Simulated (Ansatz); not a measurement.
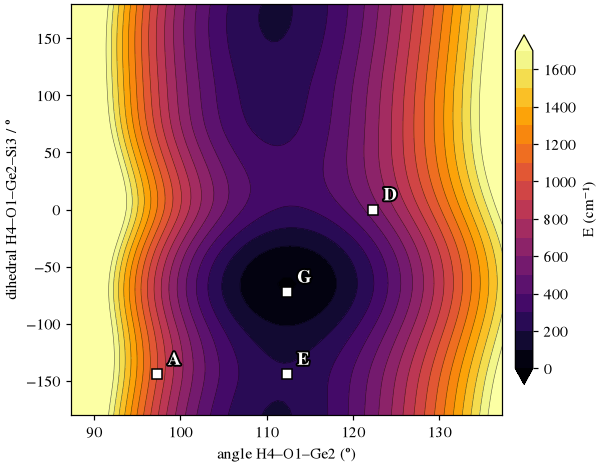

GeH₆OSi, SMILES [OH][GeH2][SiH3]. First axis: angle H4–O1–Ge2. Second axis: dihedral H4–O1–Ge2–Si3. Nothing is relaxed (all other coordinates rigid). The scan uses an 11 × 10 grid. Points are written as (first, second). All energies are given in cm⁻¹ relative to the lowest grid point. Computed with RKS PBE0-D4/def2-TZVP in Ansatz 0.2.0.

The picture shows filled contours, one colour for all values above the top of the scale, lettered points. Between grid points the surface is interpolated.

Question: Is G the lowest point of the computed grid?

Answer: Yes. G, at (112.3°, −72°), has the lowest energy of the grid.

Question: Rank the lettered points by energy, lowest first.

Answer: G (0 cm⁻¹), E (210 cm⁻¹), D (551 cm⁻¹), A (1001 cm⁻¹).
